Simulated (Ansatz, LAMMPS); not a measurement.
# Gap against volume in amorphous polyethylene with methane (capped chains of 9 units), from a frame at 500 K, (134 atoms)

Density of this cell: 0.836 g/cm³. The cell holds 134 atoms: 42 C and 92 H. Cell: a = 8.810 Å, b = 12.256 Å, c = 11.325 Å, α = 91.6°, β = 98.1°, γ = 78.6°. The starting structure: 2 polyethylene chains of 9 units with methyl end groups, 2 methane placed at random, at 0.729 g/cm³; overlaps pushed apart, then 20 ps at 800 K with MMFF94 bonds, angles, torsions, charges and radii (Halgren, J. Comput. Chem. 17, 490 (1996)) in harmonic and 12-6 forms. Snapshot after 30 ps at 500 K and fixed volume.

Calculated with Ansatz 0.2.0: Kohn-Sham DFT, PBE+D4, PAW (set soft_2), plane waves; cutoff 420 eV, Γ point, fermi-dirac smearing of 0.025 eV. The relaxed cell was scaled evenly and the atoms were relaxed at each volume. The gap is that between the highest filled and the lowest empty Kohn-Sham level on the run's k-points.

| volume (Å³/atom) | gap (eV) |
| --- | --- |
| 7.9707 | 6.378 |
| 8.3249 | 6.302 |
| 8.5906 | 6.239 |
| 8.8563 | 6.188 |
| 9.1220 | ? |
| 9.3877 | 6.088 |

**Question.** Fit a straight line in ln V to the rows given and interpolate to the withheld row.

**Working.**

A volume deformation potential makes the spacing linear in u = ln(V/V0), with V0 = 8.8563 Å³ the relaxed volume; v is the spacing.

| u = ln(V/V0) | v (eV) |
| --- | --- |
| -0.105360 | 6.3785 |
| -0.0618757 | 6.3016 |
| -0.0304595 | 6.239 |
| 0 | 6.1884 |
| 0.0582688 | 6.0878 |

With n = 5: mean u = -0.0278853, mean v = 6.23906, Σ(u − ū)² = 0.015364, Σ(u − ū)(v − v̄) = -0.027373. Slope b = -0.027373 / 0.015364 = -1.7816; intercept a = v̄ − b ū = 6.1894.

At the withheld volume u = 0.02956, and v = a + b u.

Prediction at 9.1220: 6.137 eV. The run gave 6.138 eV, so the fit is low by 0.0013 eV (0.021 % of the value).

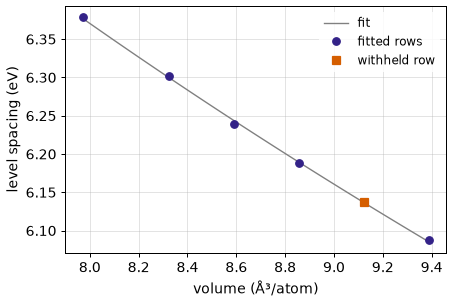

The fit, the rows that it rests on and the withheld row.

The slope, -1.78 eV, says that the spacing narrows on expansion. Among the rows given, the largest miss of the fit is at 8.5906, by 0.0046 eV (1.6 % of the range of the table).

Limits: The table spans 16 % in volume, wide for a linear law. Semilocal functionals tend to put gaps under measured ones. Only the Γ point is sampled. Atoms move by up to 1.1 Å in these relaxations, so the structure changes along the series. Defect or tail levels can set the spacing of a disordered cell.

[Hosts, paths, dates, database ids (printed as entryN), source tags and the programs' standing remarks are cut or masked in the printed files.]

[The MMFF94 radii named for the starting cell were scaled by 0.96; in molecules described by MMFF94, hydrogen bound to N, O or S took a small fixed 12-6 site in their place.]
